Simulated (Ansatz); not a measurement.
## Electronic structure of CH2FSi (SMILES C=[Si-]F) (charge −1) in real space

```xyz
5

C     0.2946    0.2838   -0.7643
F    -0.9531    0.9779   -3.1271
Si    0.4890    0.2093   -2.5101
H    -0.5505    0.7191   -0.2104
H     1.0801   -0.1392   -0.1207
```

Geometry: B3LYP-D3(BJ)/def2-SVPD.

Method: Ansatz 0.2.0, isolated molecule in a Gaussian basis; Kohn-Sham density functional theory, functional PBE0.

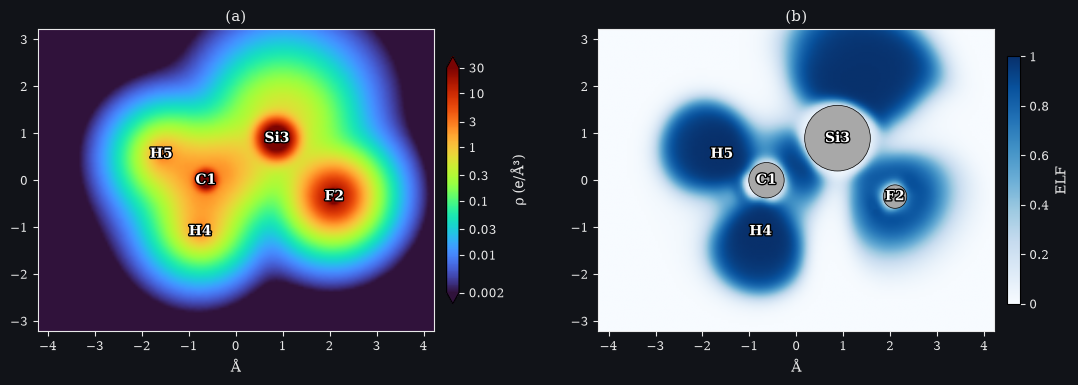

Figure 1. (a) total electron density; (b) electron localisation function on the molecular plane. Grey discs cover the atomic cores in the ELF map.

> Interpret the plot.

- The section cuts through C, F, Si and H sites.
- Si–F (1.75 Å): ρ at the midpoint is about 0.82 e/Å³; the ELF peaks at about 0.85 in the valence shell of F, 0.5 Å from its nucleus, and is about 0.50 at the midpoint.
- C–Si (1.76 Å): the density is about 1.1 e/Å³ at the midpoint; the ELF peaks at about 0.90 between the atoms; localised, covalent bonding.
- C–H (1.10 Å): ρ at the midpoint is about 1.9 e/Å³; the ELF climbs to about 1 towards the hydrogen, as it does in any bond to H; a covalent bond by its length.
- The ELF also peaks beside F2 and Si3, away from the bonds: lone-pair regions.

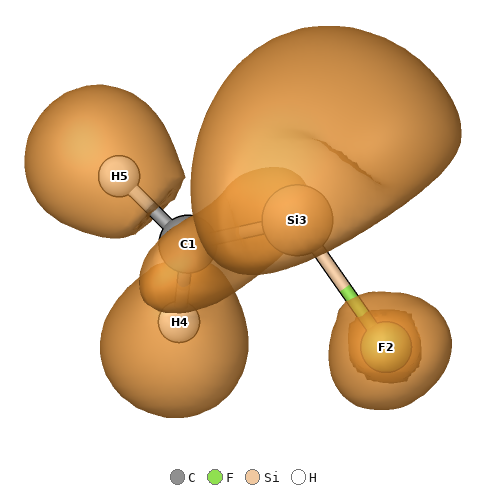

Figure 2. Isosurface of the electron localisation function at 0.8 (orange), seen at an oblique angle. Core shells and regions of very low density are left out.

> Identify the bonds, lone pairs and shells in this picture.

The surface consists of one region between bonded C–Si atoms (shared pairs), two regions around hydrogen nuclei, one lobe on Si, pointing away from the bonds (lone pairs) and one region wrapped around F (its lone pairs, merged into a ring or cap).

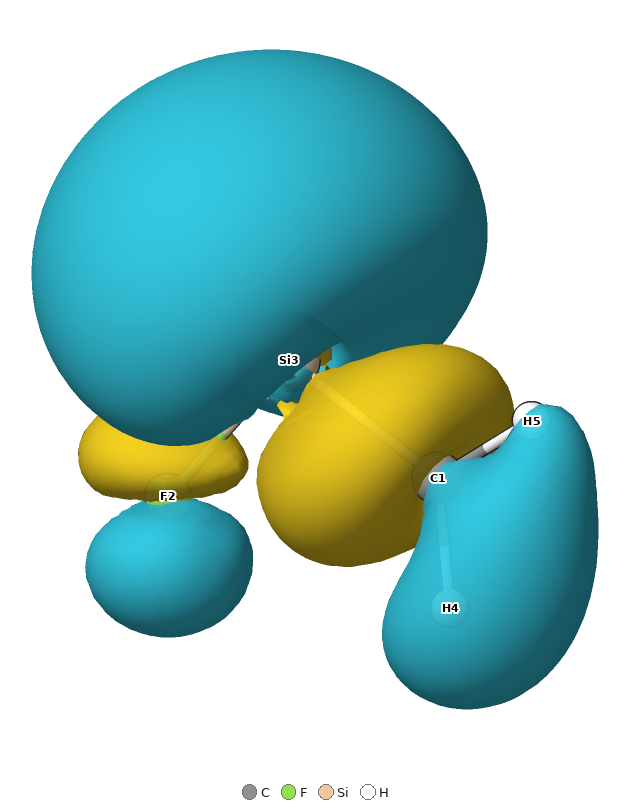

Figure 3. The HOMO−1 at ±0.06 Å⁻³ᐟ² (yellow and cyan are the two phases), seen at a tilt.

> Where does this orbital lie, and at what energy?

By Hirshfeld shares it lies mainly on Si3 (about 75 %), C1 (about 15 %) and F2 (about 5 %); it is symmetric in the molecular plane (an in-plane orbital: σ, lone-pair or in-plane π type). Its energy is −0.88 eV.
